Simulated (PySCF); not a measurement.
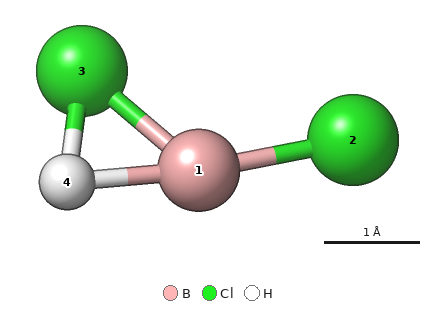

Fig. 1: The input geometry (ball-and-stick view, seen at a tilt; atoms are numbered from 1 in the order of the input). Bond lengths as drawn: B–Cl 1.70 Å, B–H 1.41 Å and Cl–H 1.41 Å.

Saddle-point search, with input and output: BHCl2 (part 1 of 3)

BHCl2, computed with SVWN-RPA/cc-pVDZ-DK, RKS, sfX2C (PySCF 2.14.0).

Figures and captions count atoms from 1; the log counts them from 0 in places.

### Log
```
converged SCF energy = -946.121474998473

#|     Arguments passed to driver run_optimizer():      |#
customengine              <pyscf.geomopt.geometric_solver.PySCFEngine object>
maxiter                   60
transition                True
----------------------------------------------------------
 Transition state optimization requested.
Custom engine selected.
Requested bond order-based connectivity but it is not available in the current engine
Bonds will be generated from interatomic distances less than 1.20 times sum of covalent radii
12 internal coordinates being used (instead of 12 Cartesians)
Internal coordinate system (atoms numbered from 1):
Distance 1-2
Distance 1-3
Distance 3-4
Angle 2-1-3
Angle 1-3-4
Dihedral 2-1-3-4
Translation-X 1-4
Translation-Y 1-4
Translation-Z 1-4
Rotation-A 1-4
Rotation-B 1-4
Rotation-C 1-4
<class 'geometric.internal.Distance'> : 3
<class 'geometric.internal.Angle'> : 2
<class 'geometric.internal.Dihedral'> : 1
<class 'geometric.internal.TranslationX'> : 1
<class 'geometric.internal.TranslationY'> : 1
<class 'geometric.internal.TranslationZ'> : 1
<class 'geometric.internal.RotationA'> : 1
<class 'geometric.internal.RotationB'> : 1
<class 'geometric.internal.RotationC'> : 1
> ===== Optimization Info: ====
> Job type: Transition state optimization
> Maximum number of optimization cycles: 60
> Initial / maximum trust radius (Angstrom): 0.010 / 0.030
> Convergence Criteria:
> Will converge when all 5 criteria are reached:
>  |Delta-E| < 1.00e-06
>  RMS-Grad  < 3.00e-04
>  Max-Grad  < 4.50e-04
>  RMS-Disp  < 1.20e-03
>  Max-Disp  < 1.80e-03
> === End Optimization Info ===

Geometry optimization cycle 1
Cartesian coordinates (Angstrom)
 Atom        New coordinates             dX        dY        dZ
   B  -0.067270  -0.112350   0.001160    0.000000  0.000000  0.000000
  Cl   1.633390  -0.145760   0.012580    0.000000  0.000000  0.000000
  Cl  -0.893540   1.375320  -0.017490    0.000000  0.000000  0.000000
   H  -1.460739   0.086943  -0.012372    0.000000  0.000000  0.000000

WARN: Mole.unit (angstrom) is changed to Bohr

converged SCF energy = -946.121474996646
--------------- sfX2C1eRKS_Scanner gradients ---------------
         x                y                z
0 B     0.0271229237     0.0511138755    -0.0001245230
1 Cl    -0.0134199345    -0.0000477616    -0.0001197929
2 Cl    -0.0148789213    -0.1631912425     0.0011501223
3 H     0.0012159281     0.1121182920    -0.0008994735
----------------------------------------------
cycle 1: E = -946.121474997  dE = -946.121  norm(grad) = 0.207257
>> Using Hessian data provided via params...
>> Initial Cartesian Hessian Eigenvalues
Hessian Eigenvalues:  -1.587e-01 -9.388e-02 -8.120e-02 -7.613e-02 -4.474e-02 -3.013e-02 -1.773e-02
 2.951e-02  3.286e-02  1.808e-01  4.658e-01  7.143e-01    .....    1.808e-01  4.658e-01  7.143e-01

== Summary of harmonic free energy analysis ==
Note: Rotational symmetry is set to 1 regardless of true symmetry
2 Imaginary Frequencies (cm^-1): 932.757i 420.697i
Note: Free energy does not include contribution from imaginary mode(s)

Free energy contributions calculated at @ 300.00 K:
Zero-point vibrational energy:                                    6.2194 kcal/mol
H   (Trans + Rot + Vib = Tot):   1.4904 +   0.8942 +   0.4256 =   2.8103 kcal/mol
S   (Trans + Rot + Vib = Tot):  39.2096 +  23.8133 +   2.4605 =  65.4834 cal/mol/K
TS  (Trans + Rot + Vib = Tot):  11.7629 +   7.1440 +   0.7382 =  19.6450 kcal/mol

Ground State Electronic Energy    : E0                        =  -946.12147500 au (   -593700.1892 kcal/mol)
Free Energy Correction (Harmonic) : ZPVE + [H-TS]_T,R,V       =    -0.01691658 au (       -10.6153 kcal/mol)
Gibbs Free Energy (Harmonic)      : E0 + ZPVE + [H-TS]_T,R,V  =  -946.13839158 au (   -593710.8045 kcal/mol)

Step    0 : Gradient = 1.036e-01/1.639e-01 (rms/max) Energy = -946.1214749966
Hessian Eigenvalues:  -2.886e-01 -2.388e-01 -2.021e-01 -1.475e-01 -1.448e-01 -5.940e-02  3.936e-05
 3.445e-02  1.204e-01  2.248e-01  2.517e-01  5.139e-01    .....    2.248e-01  2.517e-01  5.139e-01

Geometry optimization cycle 2
Cartesian coordinates (Angstrom)
 Atom        New coordinates             dX        dY        dZ
   B  -0.071439  -0.102925   0.001052   -0.004169  0.009425 -0.000108
  Cl   1.631725  -0.110236   0.012290   -0.001665  0.035524 -0.000290
  Cl  -0.910888   1.384543  -0.017648   -0.017348  0.009223 -0.000158
   H  -1.445334   0.071964  -0.012102    0.015405 -0.014979  0.000270
converged SCF energy = -946.126255613753
--------------- sfX2C1eRKS_Scanner gradients ---------------
         x                y                z
0 B     0.0250368749     0.0455766333    -0.0000913227
1 Cl    -0.0120018494     0.0008244513    -0.0001186106
2 Cl    -0.0133876111    -0.1589661120     0.0011207530
3 H     0.0003922305     0.1125583579    -0.0009062403
----------------------------------------------
cycle 2: E = -946.126255614  dE = -0.00478062  norm(grad) = 0.20241
Step    1 : Displace = 1.051e-02/1.589e-02 (rms/max) Trust = 1.000e-02 (=) Grad = 1.012e-01/1.595e-01 (rms/max) E (change) = -946.1262556138 (-4.781e-03) Quality = 0.954
Hessian Eigenvalues:  -2.388e-01 -2.173e-01 -1.590e-01 -1.474e-01 -7.036e-02 -1.469e-02  3.937e-05
 3.445e-02  1.223e-01  2.221e-01  2.510e-01  5.187e-01    .....    2.221e-01  2.510e-01  5.187e-01

Geometry optimization cycle 3
Cartesian coordinates (Angstrom)
 Atom        New coordinates             dX        dY        dZ
   B  -0.080126  -0.098052   0.000797   -0.008688  0.004872 -0.000255
  Cl   1.624211  -0.115530   0.011859   -0.007514 -0.005294 -0.000431
  Cl  -0.914648   1.396375  -0.017751   -0.003760  0.011833 -0.000103
   H  -1.425951   0.060723  -0.011848    0.019383 -0.011241  0.000253
converged SCF energy = -946.131909242828
--------------- sfX2C1eRKS_Scanner gradients ---------------
         x                y                z
0 B     0.0232569221     0.0401719071    -0.0000560069
1 Cl    -0.0106824897     0.0016725259    -0.0001169554
2 Cl    -0.0139808930    -0.1558460803     0.0010831135
3 H     0.0014451402     0.1139933521    -0.0009045481
----------------------------------------------
cycle 3: E = -946.131909243  dE = -0.00565363  norm(grad) = 0.199383
Step    2 : Displace = 1.449e-02/2.274e-02 (rms/max) Trust = 1.414e-02 (+) Grad = 9.969e-02/1.565e-01 (rms/max) E (change) = -946.1319092428 (-5.654e-03) Quality = 0.986
Hessian Eigenvalues:  -2.388e-01 -1.733e-01 -1.474e-01 -9.794e-02 -5.348e-02 -1.645e-02  3.937e-05
 3.445e-02  1.170e-01  2.249e-01  2.512e-01  5.938e-01    .....    2.249e-01  2.512e-01  5.938e-01

Geometry optimization cycle 4
Cartesian coordinates (Angstrom)
 Atom        New coordinates             dX        dY        dZ
   B  -0.091396  -0.090596  -0.001549   -0.011269  0.007456 -0.002346
  Cl   1.614399  -0.122629   0.004679   -0.009812 -0.007100 -0.007180
  Cl  -0.919712   1.412563  -0.017730   -0.005064  0.016188  0.000020
   H  -1.399468   0.044142  -0.011390    0.026484 -0.016581  0.000459
converged SCF energy = -946.139719681143
--------------- sfX2C1eRKS_Scanner gradients ---------------
         x                y                z
0 B     0.0193606049     0.0328919763     0.0000028241
1 Cl    -0.0088620578     0.0027568141    -0.0001073393
2 Cl    -0.0145579091    -0.1509416267     0.0009620301
3 H     0.0040971321     0.1152825947    -0.0008508375
----------------------------------------------
cycle 4: E = -946.139719681  dE = -0.00781044  norm(grad) = 0.194542
Step    3 : Displace = 1.997e-02/3.118e-02 (rms/max) Trust = 2.000e-02 (+) Grad = 9.727e-02/1.516e-01 (rms/max) E (change) = -946.1397196811 (-7.810e-03) Quality = 0.991
Hessian Eigenvalues:  -2.320e-01 -1.732e-01 -1.474e-01 -9.794e-02 -2.834e-02 -1.644e-02  3.937e-05
 3.446e-02  1.162e-01  2.155e-01  2.514e-01  6.824e-01    .....    2.155e-01  2.514e-01  6.824e-01

Geometry optimization cycle 5
Cartesian coordinates (Angstrom)
 Atom        New coordinates             dX        dY        dZ
   B  -0.105356  -0.078276  -0.017891   -0.013961  0.012320 -0.016342
  Cl   1.601863  -0.133585  -0.048867   -0.012536 -0.010956 -0.053546
  Cl  -0.925765   1.437095  -0.016408   -0.006053  0.024532  0.001322
   H  -1.363993   0.018506  -0.010733    0.035475 -0.025637  0.000656
converged SCF energy = -946.15113774721
--------------- sfX2C1eRKS_Scanner gradients ---------------
         x                y                z
0 B     0.0116032360     0.0223221788     0.0003499642
1 Cl    -0.0061845273     0.0040778914    -0.0001159466
2 Cl    -0.0152556220    -0.1415745090     0.0003545701
3 H     0.0098746969     0.1151599739    -0.0005852233
----------------------------------------------
cycle 5: E = -946.151137747  dE = -0.0114181  norm(grad) = 0.185267
Step    4 : Displace = 2.827e-02/4.329e-02 (rms/max) Trust = 2.828e-02 (+) Grad = 9.263e-02/1.424e-01 (rms/max) E (change) = -946.1511377472 (-1.142e-02) Quality = 0.962
Hessian Eigenvalues:  -1.734e-01 -1.682e-01 -1.474e-01 -9.792e-02 -1.650e-02 -4.691e-03  3.937e-05
 3.470e-02  1.143e-01  2.081e-01  2.515e-01  7.600e-01    .....    2.081e-01  2.515e-01  7.600e-01

Geometry optimization cycle 6
Cartesian coordinates (Angstrom)
 Atom        New coordinates             dX        dY        dZ
   B  -0.113733  -0.058855  -0.016832   -0.008377  0.019421  0.001059
  Cl   1.594484  -0.145098  -0.043938   -0.007379 -0.011513  0.004930
  Cl  -0.924014   1.468153  -0.016688    0.001751  0.031058 -0.000279
   H  -1.326192  -0.008607  -0.010895    0.037801 -0.027113 -0.000162
converged SCF energy = -946.163542963245
--------------- sfX2C1eRKS_Scanner gradients ---------------
         x                y                z
0 B     0.0010623649     0.0114376956     0.0004583324
1 Cl    -0.0034259672     0.0051910671    -0.0001680470
2 Cl    -0.0159075561    -0.1296354124     0.0003463447
3 H     0.0183090211     0.1129877059    -0.0006352050
----------------------------------------------
cycle 6: E = -946.163542963  dE = -0.0124052  norm(grad) = 0.174159
Step    5 : Displace = 2.993e-02/4.492e-02 (rms/max) Trust = 3.000e-02 (+) Grad = 8.708e-02/1.306e-01 (rms/max) E (change) = -946.1635429632 (-1.241e-02) Quality = 0.957
Hessian Eigenvalues:  -1.759e-01 -1.474e-01 -1.132e-01 -9.791e-02 -1.649e-02 -1.758e-03  3.941e-05
 3.464e-02  1.109e-01  1.977e-01  2.518e-01  9.392e-01    .....    1.977e-01  2.518e-01  9.392e-01

Geometry optimization cycle 7
Cartesian coordinates (Angstrom)
 Atom        New coordinates             dX        dY        dZ
   B  -0.130963  -0.040031  -0.015751   -0.017230  0.018824  0.001081
  Cl   1.574654  -0.167091  -0.039389   -0.019830 -0.021993  0.004549
  Cl  -0.947394   1.489379  -0.016495   -0.023381  0.021227  0.000192
   H  -1.322299  -0.054579  -0.010589    0.003893 -0.045972  0.000306
converged SCF energy = -946.177079813457
--------------- sfX2C1eRKS_Scanner gradients ---------------
         x                y                z
0 B     0.0002998089     0.0024938603     0.0004711223
1 Cl    -0.0016959326     0.0050362143    -0.0001860888
2 Cl    -0.0167001228    -0.1152268103     0.0003209260
3 H     0.0181395170     0.1076764613    -0.0006070859
----------------------------------------------
cycle 7: E = -946.177079813  dE = -0.0135369  norm(grad) = 0.159733
Step    6 : Displace = 3.017e-02/4.101e-02 (rms/max) Trust = 3.000e-02 (=) Grad = 7.987e-02/1.164e-01 (rms/max) E (change) = -946.1770798135 (-1.354e-02) Quality = 0.975
Hessian Eigenvalues:  -1.607e-01 -1.474e-01 -9.911e-02 -9.758e-02 -1.649e-02  3.937e-05  2.609e-02
 3.464e-02  1.102e-01  2.149e-01  2.527e-01  9.394e-01    .....    2.149e-01  2.527e-01  9.394e-01

Geometry optimization cycle 8
Cartesian coordinates (Angstrom)
 Atom        New coordinates             dX        dY        dZ
   B  -0.176795  -0.033028  -0.003004   -0.045832  0.007003  0.012747
  Cl   1.522328  -0.196375   0.003940   -0.052326 -0.029284  0.043329
  Cl  -1.006527   1.488457  -0.018094   -0.059132 -0.000922 -0.001599
   H  -1.334939  -0.111142  -0.009554   -0.012641 -0.056563  0.001035
converged SCF energy = -946.186806050972
--------------- sfX2C1eRKS_Scanner gradients ---------------
         x                y                z
0 B    -0.0068106467    -0.0038638679     0.0001209063
1 Cl    -0.0022293130     0.0045949893    -0.0000919128
2 Cl    -0.0163057726    -0.1070159894     0.0005900397
3 H     0.0253951071     0.1062675645    -0.0006103126
----------------------------------------------
cycle 8: E = -946.186806051  dE = -0.00972624  norm(grad) = 0.154091
Step    7 : Displace = 3.007e-02/4.148e-02 (rms/max) Trust = 3.000e-02 (=) Grad = 7.705e-02/1.093e-01 (rms/max) E (change) = -946.1868060510 (-9.726e-03) Quality = 0.936
Hessian Eigenvalues:  -1.474e-01 -1.001e-01 -9.802e-02 -8.068e-02 -1.678e-02 -1.438e-02  3.937e-05
 3.474e-02  1.125e-01  2.041e-01  2.548e-01  1.046e+00    .....    2.041e-01  2.548e-01  1.046e+00

Geometry optimization cycle 9
Cartesian coordinates (Angstrom)
 Atom        New coordinates             dX        dY        dZ
   B  -0.168716  -0.006492  -0.002901    0.008079  0.026536  0.000103
  Cl   1.528481  -0.207166   0.002046    0.006153 -0.010791 -0.001894
  Cl  -0.990910   1.518657  -0.016055    0.015617  0.030200  0.002038
   H  -1.354126  -0.152138  -0.008287   -0.019187 -0.040996  0.001267
converged SCF energy = -946.201457010127
--------------- sfX2C1eRKS_Scanner gradients ---------------
         x                y                z
0 B     0.0151632438    -0.0045217521     0.0002671324
1 Cl    -0.0006307109     0.0042561902    -0.0000881126
2 Cl    -0.0172566310    -0.0924669482     0.0004217364
3 H     0.0027778757     0.0927041850    -0.0005924473
----------------------------------------------
cycle 9: E = -946.20145701  dE = -0.014651  norm(grad) = 0.133113
Step    8 : Displace = 3.184e-02/4.945e-02 (rms/max) Trust = 3.000e-02 (=) Grad = 6.656e-02/9.406e-02 (rms/max) E (change) = -946.2014570101 (-1.465e-02) Quality = 0.878
Hessian Eigenvalues:  -1.475e-01 -9.910e-02 -9.854e-02 -6.572e-02 -1.657e-02 -1.409e-02  3.937e-05
 3.471e-02  1.156e-01  2.178e-01  2.547e-01  1.360e+00    .....    2.178e-01  2.547e-01  1.360e+00

Geometry optimization cycle 10
Cartesian coordinates (Angstrom)
 Atom        New coordinates             dX        dY        dZ
   B  -0.182950   0.014519  -0.003831   -0.014234  0.021011 -0.000930
  Cl   1.509970  -0.219221   0.001202   -0.018511 -0.012054 -0.000844
  Cl  -0.992155   1.541268  -0.017136   -0.001245  0.022610 -0.001081
   H  -1.315461  -0.181145  -0.008526    0.038665 -0.029007 -0.000239
converged SCF energy = -946.210043470136
--------------- sfX2C1eRKS_Scanner gradients ---------------
         x                y                z
0 B    -0.0042733956    -0.0115640111     0.0002205271
1 Cl    -0.0002697421     0.0042915574    -0.0000907146
2 Cl    -0.0161801924    -0.0860296752     0.0004029508
3 H     0.0207796796     0.0932679732    -0.0005232242
----------------------------------------------
cycle 10: E = -946.21004347  dE = -0.00858646  norm(grad) = 0.130248
Step    9 : Displace = 3.152e-02/4.769e-02 (rms/max) Trust = 3.000e-02 (=) Grad = 6.512e-02/9.556e-02 (rms/max) E (change) = -946.2100434701 (-8.586e-03) Quality = 0.895
Hessian Eigenvalues:  -1.477e-01 -9.920e-02 -9.774e-02 -6.464e-02 -2.290e-02 -1.641e-02  3.937e-05
 3.471e-02  1.148e-01  2.115e-01  2.552e-01  1.851e+00    .....    2.115e-01  2.552e-01  1.851e+00

Geometry optimization cycle 11
Cartesian coordinates (Angstrom)
 Atom        New coordinates             dX        dY        dZ
   B  -0.180815   0.041225   0.006600    0.002135  0.026706  0.010431
  Cl   1.506916  -0.231172   0.002601   -0.003054 -0.011951  0.001399
  Cl  -0.982217   1.565556   0.007427    0.009938  0.024288  0.024563
   H  -1.331259  -0.222796   0.004946   -0.015798 -0.041652  0.013472
converged SCF energy = -946.221776590129
--------------- sfX2C1eRKS_Scanner gradients ---------------
         x                y                z
0 B     0.0150207249    -0.0063117845     0.0002024512
1 Cl    -0.0000515400     0.0035191468    -0.0000699268
2 Cl    -0.0157953316    -0.0776262282    -0.0001487702
3 H     0.0008869916     0.0803882571     0.0000147661
----------------------------------------------
cycle 11: E = -946.22177659  dE = -0.0117331  norm(grad) = 0.114089
Step   10 : Displace = 2.959e-02/4.508e-02 (rms/max) Trust = 3.000e-02 (=) Grad = 5.704e-02/8.039e-02 (rms/max) E (change) = -946.2217765901 (-1.173e-02) Quality = 0.876
Hessian Eigenvalues:  -1.488e-01 -9.883e-02 -9.731e-02 -3.541e-02 -1.642e-02  3.937e-05  3.154e-02
 3.470e-02  1.148e-01  2.108e-01  2.552e-01  2.094e+00    .....    2.108e-01  2.552e-01  2.094e+00

Geometry optimization cycle 12
Cartesian coordinates (Angstrom)
 Atom        New coordinates             dX        dY        dZ
   B  -0.193253   0.062512   0.016775   -0.012438  0.021288  0.010176
  Cl   1.489046  -0.242188   0.002611   -0.017870 -0.011016  0.000010
  Cl  -0.980913   1.588258   0.031755    0.001304  0.022702  0.024328
   H  -1.297942  -0.252558   0.017474    0.033317 -0.029762  0.012528
converged SCF energy = -946.229644594084
--------------- sfX2C1eRKS_Scanner gradients ---------------
         x                y                z
0 B     0.0004458795    -0.0110392008     0.0001421461
1 Cl    -0.0002113800     0.0030325080    -0.0000655451
2 Cl    -0.0144128363    -0.0716741489    -0.0006097705
3 H     0.0142351992     0.0796523791     0.0005186107
```
